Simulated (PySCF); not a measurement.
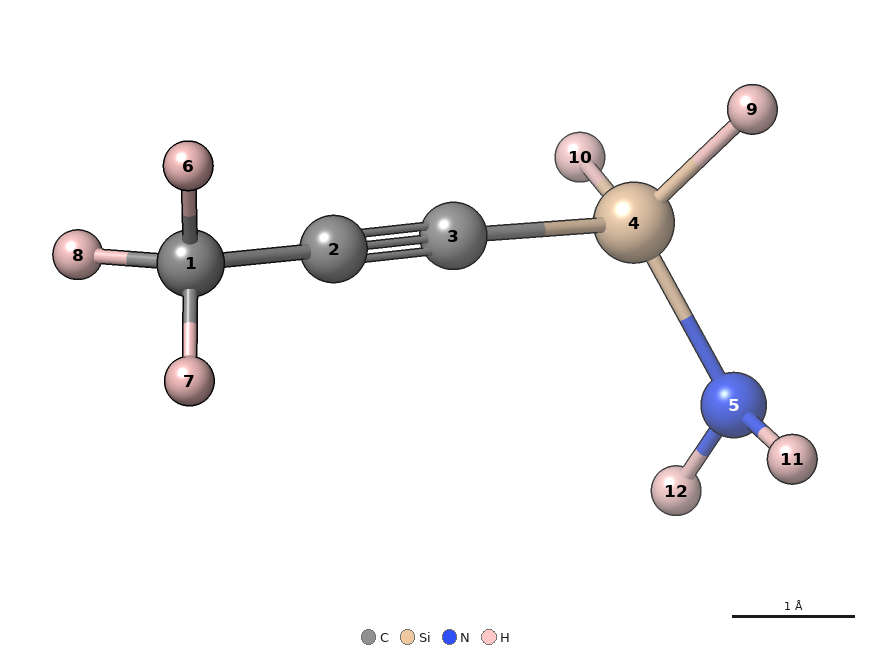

Orthographic view. Depth is shown by fading: the farther an atom, the more it takes the colour of the background. The computed structure is the end point of a PBE0-D3(BJ)/def2-SVP optimisation. No frequency run is at hand to confirm it as a minimum.

Write a MOL file (V2000) with the atoms in numerical order, bonds sorted by atom number with the orders drawn, and coordinates in the frame of the picture: x right, y up, z towards the viewer, origin at the mean position.

```
C3H7NSi
                    3D

 12 11  0  0  0  0  0  0  0  0999 V2000
   -2.2600    0.1600    1.5800 C   0  0  0  0  0  0  0  0  0  0  0  0
   -1.0900    0.2800    0.7300 C   0  0  0  0  0  0  0  0  0  0  0  0
   -0.1100    0.3800    0.0200 C   0  0  0  0  0  0  0  0  0  0  0  0
    1.3700    0.4900   -1.0700 Si  0  0  0  0  0  4  0  0  0  0  0  0
    2.1900   -1.0000   -1.3600 N   0  0  0  0  0  0  0  0  0  0  0  0
   -2.2800    0.9600    2.3400 H   0  0  0  0  0  0  0  0  0  0  0  0
   -2.2700   -0.8100    2.1100 H   0  0  0  0  0  0  0  0  0  0  0  0
   -3.1900    0.2300    0.9900 H   0  0  0  0  0  0  0  0  0  0  0  0
    2.3400    1.4200   -0.4300 H   0  0  0  0  0  0  0  0  0  0  0  0
    0.9300    1.0300   -2.3900 H   0  0  0  0  0  0  0  0  0  0  0  0
    2.6700   -1.4500   -0.5900 H   0  0  0  0  0  0  0  0  0  0  0  0
    1.7200   -1.7000   -1.9200 H   0  0  0  0  0  0  0  0  0  0  0  0
  1  2  1  0
  1  6  1  0
  1  7  1  0
  1  8  1  0
  2  3  3  0
  3  4  1  0
  4  5  1  0
  4  9  1  0
  4 10  1  0
  5 11  1  0
  5 12  1  0
M  END
```
